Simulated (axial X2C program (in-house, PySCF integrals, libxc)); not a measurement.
# GeGa: from the state search to constants, part 2 of 2

Computed with an in-house X2C program for linear molecules on PySCF integrals; all-electron X2C, Ge dyall-cv3z, Ga dyall-cv3z.

## (9) PBE0, 2c

State followed: Ω = 3/2 (excess of +ω over −ω: ω = 3/2). The scan is laid around 2.476 Å, a first estimate of the minimum, and this SCF restarts from the orbitals of the search.

Output at 2.476 Å:

```text
two-component X2C + atomic mean field  PBE0
basis functions 216  fitting functions 1240  grid points 5802
iter        total energy     max residual
   1      -4040.666870873     1.67e+00
   2      -4040.974095529     2.36e-02
   3      -4040.974742326     6.20e-03
   4      -4040.975083282     5.54e-03
   5      -4040.975131155     1.01e-03
   6      -4040.975143115     9.01e-04
   7      -4040.975144899     2.67e-04
   8      -4040.975145325     2.25e-04
   9      -4040.975145588     8.92e-05
  10      -4040.975145599     2.48e-05
  11      -4040.975145603     1.71e-05
converged
one-electron -6052.11205001  Coulomb 1956.26971205  exact exchange -38.22302830  xc functional -117.55687373  nuclear repulsion 212.01284056  atomic mean-field constant -1.36574617
```

Along the bond, energies from the lowest point:

| R (Å) | E (eV) | μ (D) | HOMO (eV) | LUMO (eV) | iterations |
| --- | --- | --- | --- | --- | --- |
| 2.154 | 0.4734 | 0.59 | -5.59 | -2.95 | 25 |
| 2.253 | 0.1920 | 0.76 | -5.63 | -2.82 | 21 |
| 2.327 | 0.0741 | 0.90 | -5.65 | -2.73 | 18 |
| 2.402 | 0.0147 | 1.06 | -5.63 | -2.65 | 17 |
| 2.476 | 0.0000 | 1.24 | -5.52 | -2.64 | 11 |
| 2.563 | 0.0246 | 1.46 | -5.40 | -2.63 | 17 |
| 2.649 | 0.0818 | 1.70 | -5.29 | -2.62 | 16 |
| 2.761 | 0.1878 | 2.01 | -5.16 | -2.61 | 16 |
| 2.897 | 0.3476 | 2.41 | -5.02 | -2.58 | 16 |
| 3.095 | 0.6069 | 2.98 | -4.83 | -2.53 | 16 |

Dipoles are positive if Ga is the positive end.

Outer spinors at the reference distance:

```
   ω  occupied  ε (eV)              atomic character     λ mixture
 5/2       yes  -32.12                     100% Ge d        100% δ
 3/2       yes  -32.08                     100% Ge d  70% π, 30% δ
 1/2       yes  -32.05                     100% Ge d  55% π, 45% σ
-1/2       yes  -32.02                     100% Ge d  71% σ, 29% π
-3/2       yes  -31.99                     100% Ge d  87% π, 13% δ
-5/2       yes  -31.97                     100% Ge d        100% δ
-3/2       yes  -22.93                     100% Ga d  88% δ, 12% π
 3/2       yes  -22.91                     100% Ga d  81% δ, 19% π
-1/2       yes  -22.88                     100% Ga d  68% π, 32% σ
 1/2       yes  -22.87                     100% Ga d  52% σ, 48% π
 5/2       yes  -22.53                     100% Ga d        100% δ
-5/2       yes  -22.48                     100% Ga d        100% δ
 3/2       yes  -22.48                     100% Ga d  81% π, 19% δ
 1/2       yes  -22.45                     100% Ga d  52% π, 48% σ
-1/2       yes  -22.43                     100% Ga d  68% σ, 32% π
-3/2       yes  -22.41                     100% Ga d  88% π, 12% δ
 1/2       yes  -14.41   64% Ge s, 19% Ga s, 9% Ga p        100% σ
-1/2       yes  -12.34   59% Ge s, 26% Ga s, 8% Ga p        100% σ
 1/2       yes  -10.15  55% Ga s, 21% Ge p, 15% Ge s        100% σ
-1/2       yes   -8.77  51% Ga s, 21% Ge s, 16% Ge p        100% σ
 1/2       yes   -5.67  45% Ge p, 41% Ga p, 10% Ga s        100% σ
-1/2       yes   -5.64   71% Ge p, 24% Ga p, 4% Ga d        100% π
 3/2       yes   -5.52   70% Ge p, 25% Ga p, 4% Ga d        100% π
-1/2        no   -2.64   45% Ge p, 42% Ga p, 8% Ga s   99% σ, 1% π
 1/2        no   -2.58            50% Ge p, 47% Ga p        100% π
-3/2        no   -2.49            50% Ge p, 47% Ga p        100% π
-1/2        no   -1.62   67% Ga p, 21% Ge p, 6% Ge d        100% π
```

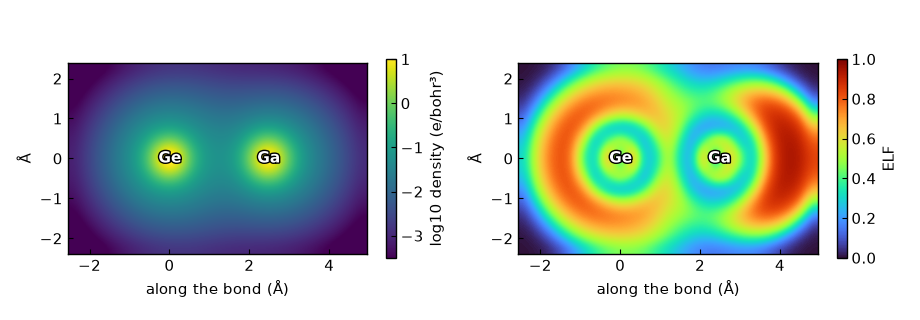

PBE0 fields in a plane through the axis, from a grid of 0.3 Å; Ge lies at z = 0 and Ga at z = 2.476 Å; the ELF is damped to zero where the density is low.

Re = 2.468 Å, ωe = 218.1 cm⁻¹, ωexe = 0.674 cm⁻¹, Be = 0.07759 cm⁻¹, De = 2.38 eV, μ = 1.22 D.

## (10) HF, 2c

The SCF at the reference distance of 2.476 Å:

```text
two-component X2C + atomic mean field  HF
basis functions 216  fitting functions 1240  grid points 5802
iter        total energy     max residual
   1      -4038.087356785     2.87e-01
   2      -4038.125679009     1.32e-02
   3      -4038.127366161     2.17e-02
   4      -4038.128241169     4.74e-03
   5      -4038.128350679     1.15e-03
   6      -4038.128413787     2.72e-03
   7      -4038.128431311     7.36e-04
   8      -4038.128440890     3.73e-04
   9      -4038.128446045     4.68e-04
  10      -4038.128449455     2.95e-04
  11      -4038.128454176     2.38e-04
  12      -4038.128457644     2.80e-04
  13      -4038.128460181     2.39e-04
  14      -4038.128461652     1.69e-04
  15      -4038.128462385     7.53e-05
  16      -4038.128462597     4.94e-05
  17      -4038.128462631     1.58e-05
  18      -4038.128462634     5.77e-06
  19      -4038.128462635     2.48e-06
converged
one-electron -6052.88130414  Coulomb 1957.22993910  exact exchange -153.12419199  xc functional 0.00000000  nuclear repulsion 212.01284056  atomic mean-field constant -1.36574617
```

Re = 2.549 Å, ωe = 198.5 cm⁻¹, ωexe = 0.621 cm⁻¹, Be = 0.07274 cm⁻¹, De = 1.37 eV, μ = 2.12 D.

## (11) BHandHLYP, 2c

The SCF at the reference distance of 2.476 Å:

```text
two-component X2C + atomic mean field  BHandHLYP
basis functions 216  fitting functions 1240  grid points 5802
iter        total energy     max residual
   1      -4041.404495142     9.58e-02
   2      -4041.407252788     7.99e-03
   3      -4041.407448087     1.72e-02
   4      -4041.407674522     4.90e-04
   5      -4041.407677880     5.06e-04
   6      -4041.407682160     2.18e-04
   7      -4041.407683712     1.51e-04
   8      -4041.407684570     1.11e-04
   9      -4041.407685167     1.03e-04
  10      -4041.407685405     3.05e-05
  11      -4041.407685442     1.87e-05
  12      -4041.407685452     8.64e-06
converged
one-electron -6052.77887494  Coulomb 1957.00140518  exact exchange -76.48757190  xc functional -79.78973817  nuclear repulsion 212.01284056  atomic mean-field constant -1.36574617
```

Re = 2.480 Å, ωe = 215.0 cm⁻¹, ωexe = 0.664 cm⁻¹, Be = 0.07686 cm⁻¹, De = 1.92 eV, μ = 1.44 D.

## (12) Correlated methods, 2c

Correlated methods: 7 electrons correlated (frozen shells, counted by type: Ge 3 s, 2 p, 1 d; Ga 3 s, 2 p, 1 d), 297 virtual spinors in MP2, 90 natural virtuals in coupled cluster.

Output of the correlated part at 2.476 Å:

```text
correlated 7  virtual 297  natural virtual 90  E(MP2) -0.112525734  MP2 remainder -0.002896996
iter   CCSD correlation   residual
   1     -0.125791380   1.21e-01
   2     -0.132051982   5.02e-02
   3     -0.132727171   1.81e-02
   4     -0.133001480   9.63e-03
   5     -0.133054207   4.76e-03
   6     -0.133072307   1.96e-03
   7     -0.133088699   1.12e-03
   8     -0.133085178   7.93e-04
   9     -0.133084975   5.51e-04
  10     -0.133087531   3.28e-04
  11     -0.133090893   1.38e-04
  12     -0.133091312   6.26e-05
  13     -0.133091629   3.72e-05
  14     -0.133091567   2.51e-05
  15     -0.133091630   1.57e-05
  16     -0.133091665   8.20e-06
  17     -0.133091662   3.62e-06
(T) -0.006942094  T1 0.0403  D1 0.0614  max T2 0.070
```

MP2: Re = 2.489 Å, ωe = 221.0 cm⁻¹, Be = 0.07627 cm⁻¹, De = 2.12 eV.

CCSD: Re = 2.505 Å, ωe = 216.2 cm⁻¹, ωexe = 0.637 cm⁻¹, Be = 0.07533 cm⁻¹, De = 2.01 eV. T1 at Re = 0.029 (Lee–Taylor, the printed value over √2).

CCSD(T): Re = 2.501 Å, ωe = 218.4 cm⁻¹, ωexe = 0.634 cm⁻¹, Be = 0.07556 cm⁻¹, De = 2.13 eV. T1 at Re = 0.029 (Lee–Taylor, the printed value over √2).

## (13) A higher determinant, 2c

State: Ω = 1/2 (excess of +ω over −ω: 2 × ω = -1/2, ω = 3/2).

Output at the reference distance:

```text
two-component X2C + atomic mean field  PBE0
basis functions 216  fitting functions 1240  grid points 5802
iter        total energy     max residual
   1      -4040.654777574     1.66e+00
   2      -4040.960588695     2.41e-02
   3      -4040.961246278     6.24e-03
   4      -4040.961555895     5.66e-03
   5      -4040.961607858     9.31e-04
   6      -4040.961619399     8.65e-04
   7      -4040.961620967     2.87e-04
   8      -4040.961621630     2.29e-04
   9      -4040.961621834     8.87e-05
  10      -4040.961621845     1.76e-05
  11      -4040.961621846     1.41e-05
converged
one-electron -6051.94293268  Coulomb 1956.09961303  exact exchange -38.21910046  xc functional -117.54629613  nuclear repulsion 212.01284056  atomic mean-field constant -1.36574617
```

| R (Å) | E above the lowest PBE0 point (eV) |
| --- | --- |
| 2.154 | 0.807 |
| 2.253 | 0.535 |
| 2.327 | 0.425 |
| 2.402 | 0.374 |
| 2.476 | 0.368 |
| 2.563 | 0.402 |
| 2.649 | 0.467 |
| 2.761 | 0.580 |
| 2.897 | 0.744 |

Re = 2.451 Å, ωe = 224.2 cm⁻¹, ωexe = 0.789 cm⁻¹, Be = 0.0787 cm⁻¹, μ = 1.21 D. Te = 0.37 eV.

## (14) The 2c curves together

Energy (eV) of the followed determinant, 2c, from each level's lowest point:

| R (Å) | PBE0 | HF | MP2 | CCSD | CCSD(T) | BHandHLYP |
| --- | --- | --- | --- | --- | --- | --- |
| 2.154 | 0.473 | 0.675 | 0.562 | n/a | n/a | 0.503 |
| 2.253 | 0.192 | 0.330 | 0.242 | 0.267 | 0.263 | 0.211 |
| 2.327 | 0.074 | 0.167 | 0.102 | 0.119 | 0.116 | 0.086 |
| 2.402 | 0.015 | 0.067 | 0.027 | 0.035 | 0.033 | 0.020 |
| 2.476 | 0.000 | 0.015 | 0.000 | 0.000 | 0.000 | 0.000 |
| 2.563 | 0.025 | 0.000 | 0.015 | 0.007 | 0.009 | 0.019 |
| 2.649 | 0.082 | 0.023 | 0.067 | 0.051 | 0.056 | 0.071 |
| 2.761 | 0.188 | 0.090 | 0.173 | 0.146 | 0.153 | 0.171 |
| 2.897 | 0.348 | 0.209 | 0.339 | n/a | n/a | 0.324 |
| 3.095 | 0.607 | 0.417 | 0.618 | n/a | n/a | 0.575 |

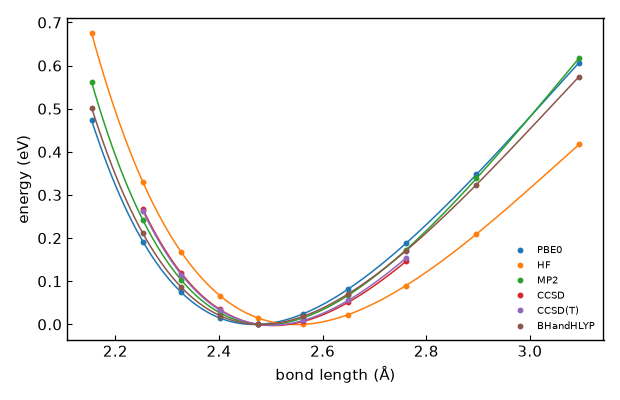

Curves of the followed state, 2c, each from its own lowest point.

The whole job took 3 min on 1 thread of Arm Neoverse V1, shared host; peak memory 0.56 GiB.

## (15) Constants

The summary covers parts 1 to 2.

Lowest determinant that the search found at its distance, spin-free: M_S = 3/2, Λ = 0 (beyond closed shells: σα, π+α, π-α).

Lowest determinant that the search found at its distance, 2c: Ω = 3/2 (excess of +ω over −ω: ω = 3/2).

```json
{"Hamiltonian": "spin-free", "level": "PBE0", "Re (Å)": "2.467", "ωe (cm⁻¹)": "218.5", "De (eV)": "2.40", "μ (D)": "1.22"}
{"Hamiltonian": "spin-free", "level": "HF", "Re (Å)": "2.547", "ωe (cm⁻¹)": "198.8", "De (eV)": "1.48", "μ (D)": "2.12"}
{"Hamiltonian": "spin-free", "level": "MP2", "Re (Å)": "2.488", "ωe (cm⁻¹)": "221.6", "De (eV)": "2.18", "μ (D)": "n/a"}
{"Hamiltonian": "spin-free", "level": "CCSD", "Re (Å)": "2.503", "ωe (cm⁻¹)": "216.6", "De (eV)": "2.07", "μ (D)": "n/a"}
{"Hamiltonian": "spin-free", "level": "CCSD(T)", "Re (Å)": "2.499", "ωe (cm⁻¹)": "218.6", "De (eV)": "2.19", "μ (D)": "n/a"}
{"Hamiltonian": "spin-free", "level": "BHandHLYP", "Re (Å)": "2.478", "ωe (cm⁻¹)": "215.7", "De (eV)": "2.03", "μ (D)": "1.44"}
{"Hamiltonian": "2c", "level": "PBE0", "Re (Å)": "2.468", "ωe (cm⁻¹)": "218.1", "De (eV)": "2.38", "μ (D)": "1.22"}
{"Hamiltonian": "2c", "level": "HF", "Re (Å)": "2.549", "ωe (cm⁻¹)": "198.5", "De (eV)": "1.37", "μ (D)": "2.12"}
{"Hamiltonian": "2c", "level": "MP2", "Re (Å)": "2.489", "ωe (cm⁻¹)": "221.0", "De (eV)": "2.12", "μ (D)": "n/a"}
{"Hamiltonian": "2c", "level": "CCSD", "Re (Å)": "2.505", "ωe (cm⁻¹)": "216.2", "De (eV)": "2.01", "μ (D)": "n/a"}
{"Hamiltonian": "2c", "level": "CCSD(T)", "Re (Å)": "2.501", "ωe (cm⁻¹)": "218.4", "De (eV)": "2.13", "μ (D)": "n/a"}
{"Hamiltonian": "2c", "level": "BHandHLYP", "Re (Å)": "2.480", "ωe (cm⁻¹)": "215.0", "De (eV)": "1.92", "μ (D)": "1.44"}
```

Dipoles are positive if Ga is the positive end.

Time per point (s) on 1 thread of Arm Neoverse V1, shared host (2c runs; CCSD comes with the CCSD(T) run); the times are rough: PBE0 1.6, HF 1.7, MP2 1.9, CCSD(T) 4.7, BHandHLYP 1.8.

**Reading.** At CCSD(T), going from spin-free to two-component changes Re by +2 mÅ, ωe by -0.1 %, which is small (part of it comes from the scalar share of the two-electron terms). It costs about 1.6 times the time. De moves by -0.06 eV; both De rest on single-determinant atoms, which can miss part of an open shell's spin–orbit lowering.

De refers to Ge + Ga, each in the lowest determinant found, which need not be this curve's own limit. Each curve is one determinant whose occupation by symmetry is held fixed; it was picked as the lowest of a PBE0 search that is not exhaustive. De is counted from the lowest determinant-based energies of the atoms at the same level, without counterpoise correction. Density functionals use the spin component along the axis (collinear). Coupled cluster ran in a truncated set of natural virtual spinors; the MP2 energy of the rest was added. With several unpaired electrons one determinant need not be a pure state. With the outer-core shells frozen, correlated bond lengths of heavy atoms tend to come out a few hundredths of an ångström too long. T1 at Re is 0.029 (Lee–Taylor), above the customary mark of 0.02.
